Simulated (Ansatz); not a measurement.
# CH₄ClF₂NTi: shape, modes and thermochemistry

The task is to find a stationary geometry of CH₄ClF₂NTi, then compute its harmonic vibrations to see whether it is a minimum and to get the zero-point energy and entropy, and look at its orbitals and charge.

Method: RKS PBE0-D4/def2-TZVP; program: Ansatz 0.2.0, Gaussian basis.

Levels to be run: relaxation at PBE-D4/def2-SVP; relaxation at PBE0-D4/def2-TZVP; harmonic vibrations at the same level; a single point in def2-TZVPP for the fields.

## (1) Starting geometry

10 atoms, charge 0, spin multiplicity 1.

Atoms are counted from 1 here; the program's logs count them from 0.

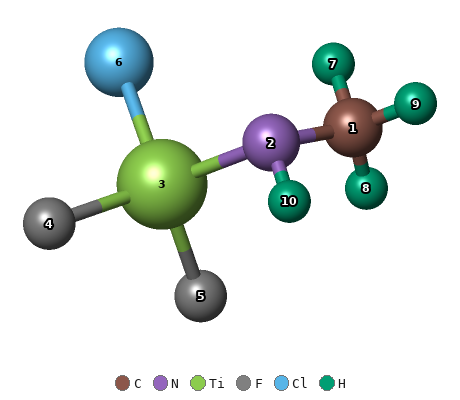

As it starts; carbon brown, nitrogen purple, titanium green, fluorine grey, chlorine blue, hydrogen teal; atoms are numbered from 1 in the order of the file.

As a file:

```
C    -1.1155   -0.7676    0.4593
N    -0.4262   -0.5200   -0.7869
Ti    1.0414    0.8254   -0.3791
F     2.2267    1.0975   -1.9357
F     2.1720    0.1324    1.0380
Cl    0.1388    2.8789    0.2831
H    -1.6200    0.2317    0.7525
H    -0.4356   -1.0339    1.2469
H    -1.9440   -1.4764    0.3335
H     0.0454   -1.4192   -1.0085
```

The start is a force-field geometry with small random shifts, so a cheaper pass at PBE-D4/def2-SVP comes first.

## (2) Optimising with PBE-D4/def2-SVP (cheap first pass)

in.yaml

```yaml
crystal:
  periodic: [false, false, false]
  atoms:
    - {symbol: C, position_ang: [-1.115500, -0.767600, 0.459300]}
    - {symbol: N, position_ang: [-0.426200, -0.520000, -0.786900]}
    - {symbol: Ti, position_ang: [1.041400, 0.825400, -0.379100]}
    - {symbol: F, position_ang: [2.226700, 1.097500, -1.935700]}
    - {symbol: F, position_ang: [2.172000, 0.132400, 1.038000]}
    - {symbol: Cl, position_ang: [0.138800, 2.878900, 0.283100]}
    - {symbol: H, position_ang: [-1.620000, 0.231700, 0.752500]}
    - {symbol: H, position_ang: [-0.435600, -1.033900, 1.246900]}
    - {symbol: H, position_ang: [-1.944000, -1.476400, 0.333500]}
    - {symbol: H, position_ang: [0.045400, -1.419200, -1.008500]}
basis:
  gaussian: {orbitals: def2-SVP}
hamiltonian: {xc: pbe, dispersion: d4}
relax: {f_tol: 0.03, max_steps: 200}
```

Started as:

```console
ansatz run in.yaml --threads 2 --pin off --events-out ev --progress --plain --max-ram 32768MiB --backend cpu
```

Output, shortened:

```text
Functional definition: PBE
  name "PBE"
  cite "Perdew, Burke & Ernzerhof, Phys. Rev. Lett. 77, 3865 (1996) doi:10.1103/PhysRevLett.77.3865"
  parent pbe
[...]
1433 factors; their error is unknown
[...]
mean field -43636.77645556 eV, -1603.6219566722 hartree, gradient 2.5e-5 eV, S^2 0.000000; 0 other end points of the search recorded, 0 dependent functions left out
[...]
reference -43636.77655267 eV, -1603.6219602412 hartree; 37, 37 occupied and 88, 88 virtual orbitals, 1433 factors
relax step   1: F+E_penalty+E_count = -43637.00272756 eV  Δ(F+E_penalty+E_count) = +0.000e0 eV  max|allowed force component| = 3.044e0 eV/Å  Δτ_max = 0.0000 Å  (35 SCF iters, accepted)
[...]
relax step   5: F+E_penalty+E_count = -43638.73373165 eV  Δ(F+E_penalty+E_count) = -3.633e-2 eV  max|allowed force component| = 2.421e-1 eV/Å  Δτ_max = 0.1531 Å  (41 SCF iters, accepted)
[...]
relax step   9: F+E_penalty+E_count = -43638.77340780 eV  Δ(F+E_penalty+E_count) = -1.005e-2 eV  max|allowed force component| = 4.069e-2 eV/Å  Δτ_max = 0.0567 Å  (32 SCF iters, accepted)
[...]
relax step  13: F+E_penalty+E_count = -43638.79397150 eV  Δ(F+E_penalty+E_count) = -4.616e-3 eV  max|allowed force component| = 1.283e-1 eV/Å  Δτ_max = 0.0439 Å  (34 SCF iters, accepted)
[...]
relax step  19: F+E_penalty+E_count = -43638.80354223 eV  Δ(F+E_penalty+E_count) = -4.585e-4 eV  max|allowed force component| = 2.488e-2 eV/Å  Δτ_max = 0.0202 Å  (34 SCF iters, accepted)
1433 factors; their error is unknown
[...]
mean field -43638.56654469 eV, -1603.6877412345 hartree, gradient 2.8e-5 eV, S^2 0.000000; 1 other end points of the search recorded, 0 dependent functions left out
[...]
reference -43638.56664266 eV, -1603.6877448350 hartree; 37, 37 occupied and 88, 88 virtual orbitals, 1433 factors
Total energy: -43638.80364020 eV, -1603.6964543339 hartree
Atom 0 at    -1.003158    -0.893472     0.600239 Å, force     0.001174    -0.006691    -0.003629 eV/Å
Atom 1 at    -0.119997    -0.464622    -0.466839 Å, force    -0.001936    -0.000152    -0.018333 eV/Å
Atom 2 at     1.119208     0.910570    -0.379373 Å, force     0.006234     0.021410     0.024881 eV/Å
Atom 3 at     2.281529     0.640864    -1.663189 Å, force    -0.003175     0.005921     0.000843 eV/Å
Atom 4 at     1.766760     0.888002     1.253723 Å, force    -0.003356    -0.010181    -0.018553 eV/Å
Atom 5 at     0.046996     2.832649    -0.691529 Å, force     0.006316    -0.017048    -0.009058 eV/Å
Atom 6 at    -0.723087    -0.388505     1.546990 Å, force     0.000112     0.000854     0.000260 eV/Å
Atom 7 at    -0.934773    -1.990326     0.778064 Å, force    -0.005345     0.005635    -0.001711 eV/Å
Atom 8 at    -2.067855    -0.644579     0.389226 Å, force    -0.000670    -0.005245     0.003276 eV/Å
Atom 9 at    -0.282623    -0.941780    -1.364212 Å, force     0.000647     0.005497     0.022025 eV/Å
Dipole moment:    -0.363739    -0.608469    -0.005369 e Å
```

Run time: 53 s. Hardware: 2 threads of AMD EPYC 7R13, shared host.

Along the way: (the energy doesn't fall at every step)

```
step  energy from step 1 (eV)  largest force component (eV/Å)
   1                   0.0000                          3.0444
   2                  -1.4594                          1.1122
   3                  -1.6312                          1.2303
   4                  -1.6947                          0.5336
   5                  -1.7310                          0.2421
   6                  -1.7458                          0.2815
   7                  -1.7606                          0.1972
   8                  -1.7208                          0.5110
   9                  -1.7707                          0.0407
  10                  -1.7767                          0.0421
  11                  -1.7836                          0.1605
  12                  -1.7866                          0.2054
  13                  -1.7912                          0.1283
  14                  -1.7957                          0.0582
  15                  -1.7985                          0.0321
  16                  -1.7947                          0.3406
  17                  -1.8000                          0.0374
  18                  -1.8004                          0.0854
  19                  -1.8008                          0.0249
```

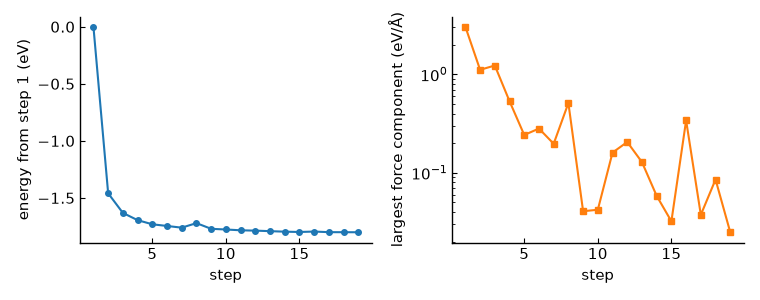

Energy and force, step by step.

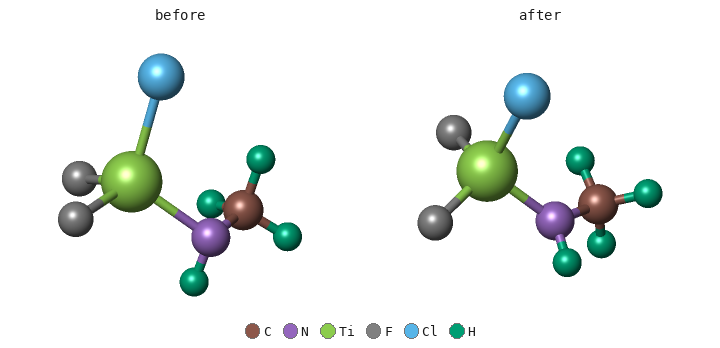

Before and after, at one scale.

Close pairs (by a distance rule), those that changed most:

```
   bond  before (Å)  after (Å)  change (Å)
 Ti3–F4       1.975      1.753      -0.223
 Ti3–F5       1.941      1.757      -0.184
 N2–Ti3       2.032      1.853      -0.179
 C1–Ti3       2.809      2.953      +0.143
Ti3–Cl6       2.339      2.223      -0.116
  C1–H7       1.157      1.109      -0.048
  C1–H8       1.074      1.113      +0.039
  C1–H9       1.098      1.114      +0.016
```

## (3) Optimising with PBE0-D4/def2-TZVP

in.yaml

```yaml
crystal:
  periodic: [false, false, false]
  atoms:
    - {symbol: C, position_ang: [-1.003158, -0.893472, 0.600239]}
    - {symbol: N, position_ang: [-0.119997, -0.464622, -0.466839]}
    - {symbol: Ti, position_ang: [1.119208, 0.910570, -0.379373]}
    - {symbol: F, position_ang: [2.281529, 0.640864, -1.663189]}
    - {symbol: F, position_ang: [1.766760, 0.888002, 1.253723]}
    - {symbol: Cl, position_ang: [0.046996, 2.832649, -0.691529]}
    - {symbol: H, position_ang: [-0.723087, -0.388505, 1.546990]}
    - {symbol: H, position_ang: [-0.934773, -1.990326, 0.778064]}
    - {symbol: H, position_ang: [-2.067855, -0.644579, 0.389226]}
    - {symbol: H, position_ang: [-0.282623, -0.941780, -1.364212]}
basis:
  gaussian: {orbitals: def2-TZVP}
hamiltonian: {xc: pbe0, dispersion: d4}
relax: {f_tol: 0.005, max_steps: 150}
```

Started as:

```console
ansatz run in.yaml --threads 2 --pin off --events-out ev --progress --plain --max-ram 32768MiB --backend cuda --devices 0, --max-vram 18GiB
```

Output, shortened:

```text
Functional definition: PBE0
  name "PBE0"
  cite "Adamo & Barone, J. Chem. Phys. 110, 6158 (1999) doi:10.1063/1.478522"
  cite "Perdew, Burke & Ernzerhof, Phys. Rev. Lett. 77, 3865 (1996) doi:10.1103/PhysRevLett.77.3865"
  parent pbe
[...]
1557 factors; their error is unknown
[...]
mean field -43656.66619726 eV, -1604.3528911982 hartree, gradient 6.2e-5 eV, S^2 0.000000; 0 other end points of the search recorded, 0 dependent functions left out
[...]
reference -43656.66623818 eV, -1604.3528927020 hartree; 37, 37 occupied and 193, 193 virtual orbitals, 1557 factors
relax step   1: F+E_penalty+E_count = -43656.86903531 eV  Δ(F+E_penalty+E_count) = +0.000e0 eV  max|allowed force component| = 5.895e-1 eV/Å  Δτ_max = 0.0000 Å  (33 SCF iters, accepted)
[...]
Atom 0 at    -1.019023    -0.874461     0.592294 Å, force     0.001388     0.001248     0.001045 eV/Å
Atom 1 at    -0.100826    -0.474881    -0.451277 Å, force     0.001087    -0.001496    -0.003784 eV/Å
Atom 2 at     1.119793     0.897683    -0.374991 Å, force    -0.001668    -0.000834     0.001689 eV/Å
Atom 3 at     2.226209     0.658642    -1.711308 Å, force     0.000988     0.000551     0.000155 eV/Å
Atom 4 at     1.843918     0.852769     1.224692 Å, force     0.000208    -0.000042    -0.000482 eV/Å
Atom 5 at     0.020603     2.803204    -0.596211 Å, force    -0.000157     0.000930     0.000042 eV/Å
Atom 6 at    -0.806573    -0.320373     1.508796 Å, force     0.000052     0.000404     0.000360 eV/Å
Atom 7 at    -0.921867    -1.940708     0.819237 Å, force    -0.000036    -0.000533    -0.000100 eV/Å
Atom 8 at    -2.056761    -0.668231     0.310699 Å, force    -0.001221     0.000365     0.000054 eV/Å
Atom 9 at    -0.222473    -0.984844    -1.318832 Å, force    -0.000641    -0.000592     0.001021 eV/Å
Dipole moment:    -0.433368    -0.619237    -0.010094 e Å
```

Run time: 30 s. Hardware: 1 × H100 (card shared with other runs) with 2 threads of AMD EPYC 7R13, shared host; peak host memory 0.89 GiB.

The steps of the relaxation:

```
step  energy from step 1 (eV)  largest force component (eV/Å)
   1                   0.0000                          0.5895
   2                  -0.0249                          0.1769
   3                  -0.0273                          0.0293
   4                  -0.0276                          0.0211
   5                  -0.0280                          0.0201
   6                  -0.0282                          0.0162
   7                  -0.0283                          0.0113
   8                  -0.0283                          0.0038
```

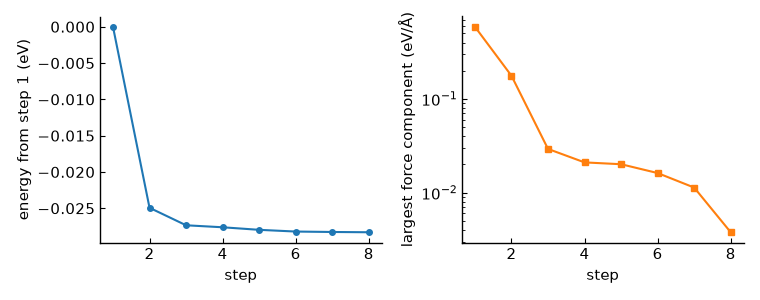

Energy and largest force along the relaxation.

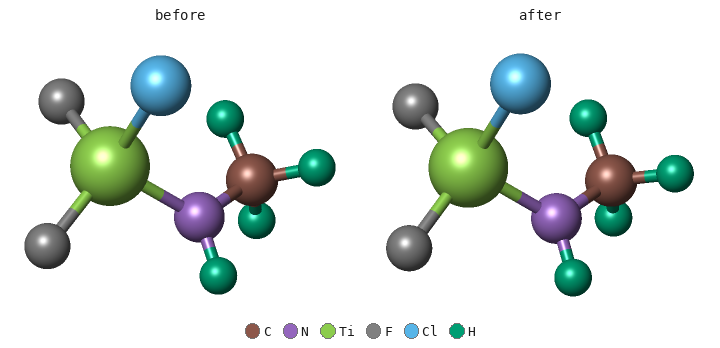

The geometry before (left) and after (right).

Close pairs (by a distance rule), those that changed most:

```
   bond  before (Å)  after (Å)  change (Å)
  C1–H8       1.113      1.094      -0.019
  C1–H9       1.114      1.095      -0.019
  C1–H7       1.109      1.092      -0.017
 N2–H10       1.029      1.014      -0.016
 N2–Ti3       1.853      1.838      -0.015
Ti3–Cl6       2.223      2.211      -0.012
  C1–N2       1.450      1.446      -0.004
 Ti3–F4       1.753      1.751      -0.001
```

Mulliken charges of the relaxed molecule (report file):

```
atom  value (e)
  C1      -0.25
  N2      -0.56
 Ti3       1.41
  F4      -0.44
  F5      -0.44
 Cl6      -0.39
  H7       0.15
  H8       0.14
  H9       0.14
 H10       0.24
```

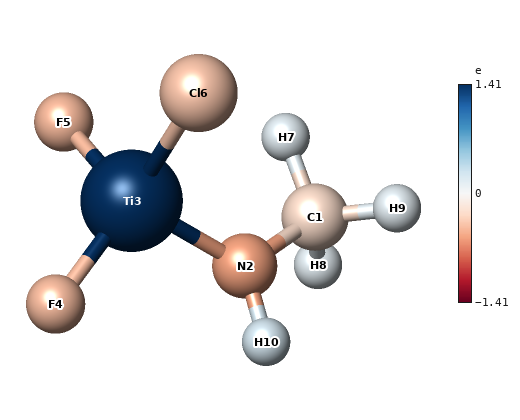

Mulliken charges of the relaxed molecule (report file), as colours on the atoms.

## (4) Vibrations by finite differences

in.yaml

```yaml
crystal:
  periodic: [false, false, false]
  atoms:
    - {symbol: C, position_ang: [-1.019023, -0.874461, 0.592294]}
    - {symbol: N, position_ang: [-0.100826, -0.474881, -0.451277]}
    - {symbol: Ti, position_ang: [1.119793, 0.897683, -0.374991]}
    - {symbol: F, position_ang: [2.226209, 0.658642, -1.711308]}
    - {symbol: F, position_ang: [1.843918, 0.852769, 1.224692]}
    - {symbol: Cl, position_ang: [0.020603, 2.803204, -0.596211]}
    - {symbol: H, position_ang: [-0.806573, -0.320373, 1.508796]}
    - {symbol: H, position_ang: [-0.921867, -1.940708, 0.819237]}
    - {symbol: H, position_ang: [-2.056761, -0.668231, 0.310699]}
    - {symbol: H, position_ang: [-0.222473, -0.984844, -1.318832]}
basis:
  gaussian: {orbitals: def2-TZVP}
hamiltonian: {xc: pbe0, dispersion: d4}
phonons: {temperatures: {t_min: 298.15, t_max: 900, t_step: 200}}
```

Launched as before.

Output, shortened:

```text
Functional definition: PBE0
  name "PBE0"
  cite "Adamo & Barone, J. Chem. Phys. 110, 6158 (1999) doi:10.1063/1.478522"
  cite "Perdew, Burke & Ernzerhof, Phys. Rev. Lett. 77, 3865 (1996) doi:10.1103/PhysRevLett.77.3865"
  parent pbe
[...]
1557 factors; their error is unknown
[...]
mean field -43656.69288931 eV, -1604.3538721130 hartree, gradient 6.4e-5 eV, S^2 0.000000; 0 other end points of the search recorded, 0 dependent functions left out
[...]
reference -43656.69293001 eV, -1604.3538736084 hartree; 37, 37 occupied and 193, 193 virtual orbitals, 1557 factors
[...]
1557 factors; their error is unknown
mean field -43656.69271146 eV, -1604.3538655770 hartree, gradient 1.6e-6 eV, S^2 0.000000; 0 other end points of the search recorded, 0 dependent functions left out
[...]
reference -43656.69275216 eV, -1604.3538670727 hartree; 37, 37 occupied and 193, 193 virtual orbitals, 1557 factors
[...]
Atom 2 at     1.119793     0.897683    -0.374991 Å, force    -0.001738    -0.000880     0.001623 eV/Å
Atom 3 at     2.226209     0.658642    -1.711308 Å, force     0.000990     0.000558     0.000184 eV/Å
Atom 4 at     1.843918     0.852769     1.224692 Å, force     0.000216     0.000000    -0.000451 eV/Å
Atom 5 at     0.020603     2.803204    -0.596211 Å, force    -0.000112     0.000970     0.000055 eV/Å
Atom 6 at    -0.806573    -0.320373     1.508796 Å, force     0.000062     0.000395     0.000357 eV/Å
Atom 7 at    -0.921867    -1.940708     0.819237 Å, force    -0.000031    -0.000544    -0.000099 eV/Å
Atom 8 at    -2.056761    -0.668231     0.310699 Å, force    -0.001219     0.000385     0.000036 eV/Å
Atom 9 at    -0.222473    -0.984844    -1.318832 Å, force    -0.000643    -0.000613     0.000993 eV/Å
Dipole moment:    -0.433366    -0.619237    -0.010094 e Å
Vibrations: 53.12 109.35 117.91 155.10 177.09 184.70 217.53 247.56 443.25 492.91 669.94 738.44 791.90 1043.20 1112.32 1126.40 1356.89 1452.67 1478.88 1498.88 3028.11 3090.95 3124.27 3559.72 cm⁻¹, zero-point energy 1.628600 eV
```

It took 2.1 min on 1 × H100 (card shared with other runs) with 2 threads of AMD EPYC 7R13, shared host; peak host memory 0.89 GiB.

Motions are named by where the mode's potential energy lies. The modes, unscaled (a negative number is an imaginary wavenumber):

```
mode  cm⁻¹             motion
   1    53            torsion
   2   109               bend
   3   118  torsion with bend
   4   155  bend with torsion
   5   177  bend with torsion
   6   185               bend
   7   218  torsion with bend
   8   248               bend
   9   443      Ti–Cl stretch
  10   493            torsion
  11   670       Ti–N stretch
  12   738       Ti–F stretch
  13   792       Ti–F stretch
  14  1043               bend
  15  1112               bend
  16  1126        C–N stretch
  17  1357               bend
  18  1453               bend
  19  1479               bend
  20  1499               bend
  21  3028        C–H stretch
  22  3091        C–H stretch
  23  3124        C–H stretch
  24  3560        N–H stretch
```

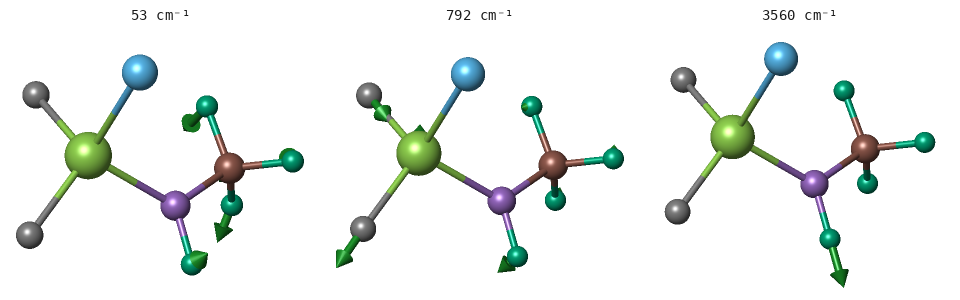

Displacements of 3 modes, as arrows.

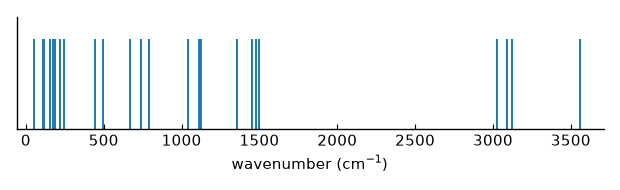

The harmonic wavenumbers as sticks (no intensities were computed).

From these modes and the moments of inertia (298.15 K, 1 bar, symmetry number 1):

```
                term            value
   zero-point energy     157.1 kJ/mol
          H(298) − E     182.8 kJ/mol
entropy, translation  171.5 J/(mol K)
   entropy, rotation  119.7 J/(mol K)
  entropy, vibration  103.2 J/(mol K)
      entropy, total  394.4 J/(mol K)
```

## (5) Orbitals, density and potential

Edit in.yaml of step 4 so:

```diff
@@ -14,4 +14,4 @@
 basis:
-  gaussian: {orbitals: def2-TZVP}
+  gaussian: {orbitals: def2-TZVPP}
 hamiltonian: {xc: pbe0, dispersion: d4}
-phonons: {temperatures: {t_min: 298.15, t_max: 900, t_step: 200}}
+output: {orbitals: {seedname: orbitals}}
```

The command is unchanged.

Output:

```text
Functional definition: PBE0
  name "PBE0"
  cite "Adamo & Barone, J. Chem. Phys. 110, 6158 (1999) doi:10.1063/1.478522"
  cite "Perdew, Burke & Ernzerhof, Phys. Rev. Lett. 77, 3865 (1996) doi:10.1103/PhysRevLett.77.3865"
  parent pbe
  parameter a = 0.25
  parameter kappa = 0.804
  parameter beta = 0.06672455060314922
  exchange = (1 - a)*pbe_x(kappa = kappa, mu = beta*pi^2/3) + a*exact_x
  correlation = pbe_c(beta = beta)
1720 factors; their error is unknown
mean field evaluation 1: about -43644.5945 eV, gradient 8.2e1 eV
mean field evaluation 2: about -43487.7103 eV, gradient 3.4e2 eV
mean field evaluation 4: about -43655.5951 eV, gradient 2.4e1 eV
mean field evaluation 8: about -43656.6675 eV, gradient 1.0e-1 eV
mean field evaluation 16: about -43656.8447 eV, gradient 2.4e-4 eV
mean field -43656.84470042 eV, -1604.3594510684 hartree, gradient 2.4e-5 eV, S^2 0.000000; 0 other end points of the search recorded, 0 dependent functions left out
reference -43656.84474127 eV, -1604.3594525695 hartree; 37, 37 occupied and 249, 249 virtual orbitals, 1720 factors
Total energy: -43657.04918783 eV, -1604.3669658418 hartree
```

Wall time 3.7 s (1 × H100 (card shared with other runs) with 2 threads of AMD EPYC 7R13, shared host); peak host memory 0.85 GiB.

The fields below are evaluated on a grid from the run's orbitals.

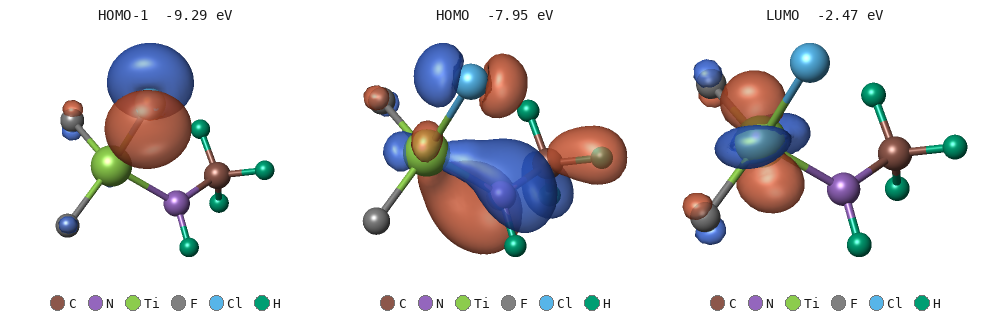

PBE0-D4/def2-TZVPP orbitals near the gap, drawn at the value that encloses 70 % of each; the two colours are the two signs.

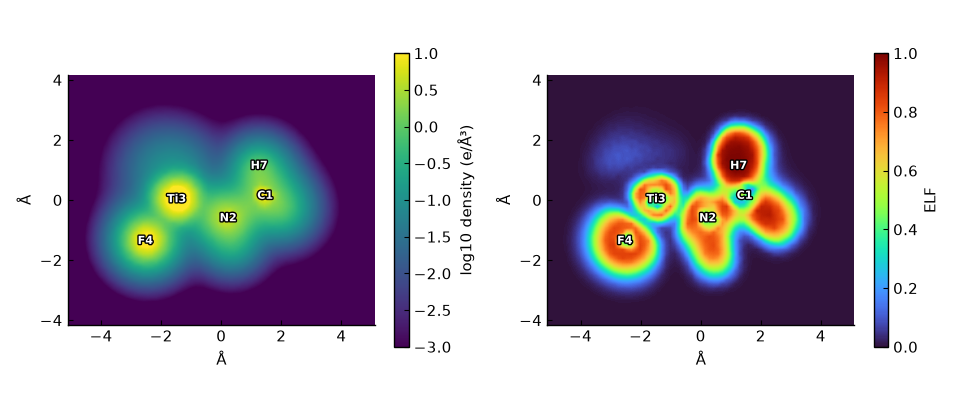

Density (left) and ELF (right) in a plane through or near 5 of the atoms.

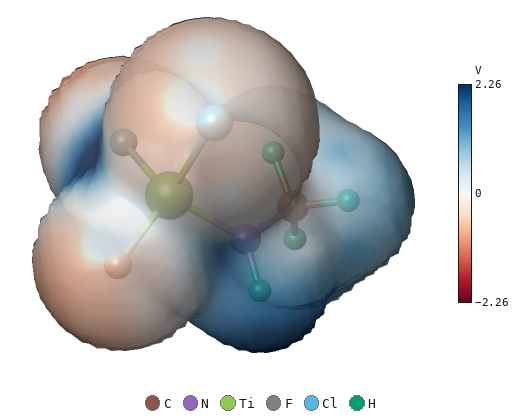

The potential that a unit positive charge feels on the 0.002 e/bohr³ surface, from -0.88 V near F5 to 2.26 V near H10.

## (6) Results

| quantity | value |
| --- | --- |
| point group | C1 |
| steps | 19 + 8 |
| shift from the start (rms) | 0.755 Å |
| total energy | -43656.8974 eV |
| dispersion term | -204 meV |
| dipole moment | 3.63 D |
| lowest, highest wavenumber | 53, 3560 cm⁻¹ |
| zero-point energy | 157.1 kJ/mol |
| entropy at 298.15 K | 394.4 J/(mol K) |
| HOMO, LUMO | -7.95, -2.47 eV |

In words: The atoms moved 0.76 Å (rms) from the start; the bond that changed most is Ti3–F4, from 1.975 to 1.751 Å. All wavenumbers are real, so the end point is a minimum. The stiffest mode, 3560 cm⁻¹, is an N–H stretch, and 6 modes under 200 cm⁻¹ make the vibrational entropy uncertain. Harmonic hybrid wavenumbers usually lie a few per cent above measured fundamentals. The largest Mulliken charge, +1.41 e, sits on Ti3. The HOMO lies mostly on N2 52 %; Cl6 14 % and the LUMO on Ti3 78 %.
